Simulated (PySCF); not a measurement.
Breaking a bond: GaH, singlet.

- NEVPT2 = PySCF 2.14.0 with SC-NEVPT2 on CASSCF(4,5)/def2-TZVP, all electrons correlated
- RHF/def2-TZVP (PySCF)
- RMP2/3-21G = restricted MP2 (frozen core)/3-21G (PySCF 2.14.0)

Energies are in kJ/mol, each relative to the lowest point of its own curve near equilibrium.

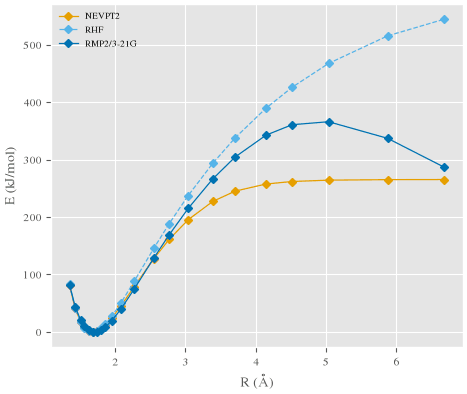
Figure. Energy against bond length for each method.

| R / Å | NEVPT2 | RHF | RMP2/3-21G |
|---|---|---|---|
| 1.35 | 80.6 | 82.9 | 81.9 |
| 1.43 | 40.7 | 41.4 | 43.8 |
| 1.51 | 16.6 | 16.6 | 19.7 |
| 1.56 | 7.7 | 7.4 | 10.2 |
| 1.63 | 1.2 | 1.0 | 2.3 |
| 1.68 | 0.0 | 0.0 | 0.0 |
| 1.74 | 1.5 | 2.0 | 0.2 |
| 1.80 | 5.6 | 6.7 | 3.1 |
| 1.86 | 11.7 | 13.5 | 8.1 |
| 1.95 | 23.6 | 26.6 | 18.9 |
| 2.08 | 44.5 | 49.7 | 39.2 |
| 2.27 | 78.4 | 87.6 | 74.2 |
| 2.55 | 127.3 | 145.2 | 128.3 |
| 2.77 | 161.0 | 188.3 | 168.9 |
| 3.04 | 195.1 | 237.2 | 214.7 |
| 3.39 | 227.0 | 293.3 | 266.1 |
| 3.71 | 244.9 | 337.8 | 304.4 |
| 4.15 | 257.3 | 389.5 | 342.4 |
| 4.52 | 261.7 | 425.7 | 360.6 |
| 5.04 | 264.0 | 467.3 | 365.8 |
| 5.88 | 265.0 | 515.2 | 336.9 |
| 6.69 | 265.1 | 544.4 | 286.4 |

At the longest distance, 6.69 Å, RHF lies highest above its minimum (544.4 kJ/mol) and NEVPT2 lowest (265.1 kJ/mol).

The RMP2/3-21G curve passes through a maximum at 5.04 Å and then falls by 79.3 kJ/mol up to the last usable point.

The restricted form behind RHF, RMP2/3-21G keeps the bonding electrons paired and can't separate into open-shell fragments.
